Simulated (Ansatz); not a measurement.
**Two runs on AlH₂ClO₂**

System: AlH₂ClO₂, SMILES [OH][Al]([OH])[Cl].
Method of the first run: RKS PBE0-D4/def2-SVP (Ansatz 0.2.0).

Text and figures count atoms from 1; the logs count them from 0 in places.

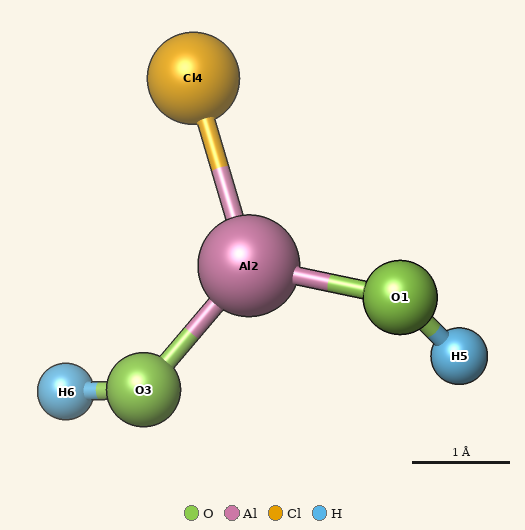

The structure as given in the input (ball-and-stick view, seen at a tilt; atoms are numbered from 1 in the order of the input). Sticks mark near contacts.

## The input, the first run
```yaml
crystal:
  periodic: [false, false, false]
  atoms:
    - { symbol: O, position_ang: [-0.166107, 1.37976, -0.850474] }
    - { symbol: Al, position_ang: [-0.052129, -0.092734, -0.035531] }
    - { symbol: O, position_ang: [0.399478, -1.452046, -0.926422] }
    - { symbol: Cl, position_ang: [-0.458853, -0.229066, 2.01888] }
    - { symbol: H, position_ang: [-0.74787, 1.565395, -1.587997] }
    - { symbol: H, position_ang: [0.245481, -2.36214, -0.67174] }
basis:
  gaussian: { orbitals: def2-SVP }
hamiltonian:
  xc: pbe0
  dispersion: d4
output:
  forces: true
```

Command:
```bash
ansatz run input.yaml --threads 1 --pin off --max-ram 2560MiB --backend cpu --events-out ev --progress --plain --runs-dir out
```

Hardware: 1 thread of Arm Neoverse V1, 24 GiB of memory available, shared host.

## Output (the first run)
```
Engine: ansatz 0.2.0, aarch64-unknown-linux-gnu
Functional definition: PBE0
  parameter a = 0.25
  parameter kappa = 0.804
  parameter beta = 0.06672455060314922
  exchange = (1 - a)*pbe_x(kappa = kappa, mu = beta*pi^2/3) + a*exact_x
  correlation = pbe_c(beta = beta)
678 factors; integrals over basis functions are off by at most 9.2e-4 eV
mean field evaluation 1: about -23221.3861 eV, gradient 7.0e1 eV
mean field evaluation 2: about -23204.9262 eV, gradient 1.2e2 eV
mean field evaluation 4: about -23229.9938 eV, gradient 3.4e0 eV
mean field evaluation 8: about -23230.1454 eV, gradient 4.4e-1 eV
mean field evaluation 16: about -23230.1459 eV, gradient 1.4e-5 eV
mean field -23230.14587626 eV, -853.6921149942 hartree, gradient 1.4e-5 eV, S^2 0.000000; 0 other end points of the search recorded, 0 dependent functions left out
the calculation of the forces begins
reference -23230.14590232 eV, -853.6921159518 hartree; 24, 24 occupied and 50, 50 virtual orbitals, 678 factors
Total energy: -23230.24135710 eV, -853.6956238502 hartree
Atom 0 at    -0.166107     1.379760    -0.850474 Å, force    -0.156371     0.119459     0.198080 eV/Å
Atom 1 at    -0.052129    -0.092734    -0.035531 Å, force    -0.041241     0.048847    -0.007115 eV/Å
Atom 2 at     0.399478    -1.452046    -0.926422 Å, force    -0.105671    -0.178874    -0.050558 eV/Å
Atom 3 at    -0.458853    -0.229066     2.018880 Å, force     0.059714     0.037785    -0.126656 eV/Å
Atom 4 at    -0.747870     1.565395    -1.587997 Å, force     0.130096     0.018819    -0.068533 eV/Å
Atom 5 at     0.245481    -2.362140    -0.671740 Å, force     0.113473    -0.046036     0.054782 eV/Å
Dipole moment:    -0.223385    -0.242719    -0.248971 e Å
```

For the second run the input was changed thus:
```diff
-    - { symbol: O, position_ang: [0.399478, -1.452046, -0.926422] }
-    - { symbol: Cl, position_ang: [-0.458853, -0.229066, 2.01888] }
+    - { symbol: O, position_ang: [-1.041983, -1.356847, -0.552806] }
+    - { symbol: Cl, position_ang: [1.277205, -0.343671, 1.568999] }
-    - { symbol: H, position_ang: [0.245481, -2.36214, -0.67174] }
+    - { symbol: H, position_ang: [-1.068945, -2.235342, -0.172848] }
```

What does this change do to the results?

On the same kind of shared host the second run took about 110 times as long.

## Output (the second run)
```
Engine: ansatz 0.2.0, aarch64-unknown-linux-gnu
Functional definition: PBE0
  parameter a = 0.25
  parameter kappa = 0.804
  parameter beta = 0.06672455060314922
  exchange = (1 - a)*pbe_x(kappa = kappa, mu = beta*pi^2/3) + a*exact_x
  correlation = pbe_c(beta = beta)
678 factors; integrals over basis functions are off by at most 7.8e-4 eV
mean field evaluation 1: about -23221.5414 eV, gradient 7.0e1 eV
mean field evaluation 2: about -23206.1290 eV, gradient 1.1e2 eV
mean field evaluation 4: about -23230.1034 eV, gradient 2.6e0 eV
mean field evaluation 8: about -23230.2446 eV, gradient 4.1e-1 eV
mean field evaluation 16: about -23230.2449 eV, gradient 1.1e-5 eV
mean field -23230.24493656 eV, -853.6957553930 hartree, gradient 1.2e-5 eV, S^2 0.000000; 0 other end points of the search recorded, 0 dependent functions left out
the calculation of the forces begins
reference -23230.24496230 eV, -853.6957563389 hartree; 24, 24 occupied and 50, 50 virtual orbitals, 678 factors
Total energy: -23230.34047057 eV, -853.6992662033 hartree
Atom 0 at    -0.166107     1.379760    -0.850474 Å, force     0.172319     0.085682     0.152741 eV/Å
Atom 1 at    -0.052129    -0.092734    -0.035531 Å, force     0.021454     0.055278    -0.001584 eV/Å
Atom 2 at    -1.041983    -1.356847    -0.552806 Å, force    -0.065078    -0.163512     0.003443 eV/Å
Atom 3 at     1.277205    -0.343671     1.568999 Å, force    -0.100334     0.102485    -0.160177 eV/Å
Atom 4 at    -0.747870     1.565395    -1.587997 Å, force    -0.017276    -0.041464     0.000013 eV/Å
Atom 5 at    -1.068945    -2.235342    -0.172848 Å, force    -0.011085    -0.038469     0.005565 eV/Å
Dipole moment:    -0.261977    -0.224738    -0.188234 e Å
```

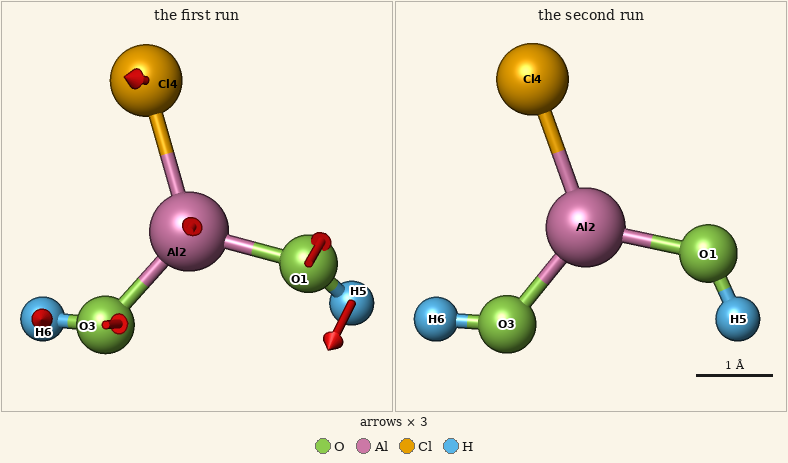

The two input geometries at one scale (ball-and-stick view, seen at a tilt). The red arrows on the first give the shifts of the atoms after the best rigid fit, magnified 3 times. The atom that moves furthest after the best rigid fit is H5 (0.37 Å). Largest moves by element: H 0.37 Å, O 0.30 Å, Cl 0.15 Å, Al 0.13 Å.

## The two runs side by side

| quantity | the first run | the second run |
| --- | --- | --- |
| outcome | converged | converged |
| total energy (hartree) | −853.695624 | – |
| largest force (eV/Å) | 0.279 | – |
| basis functions | 74 | – |
| wall time (shared host) | 2.4 s | 4.2 min |
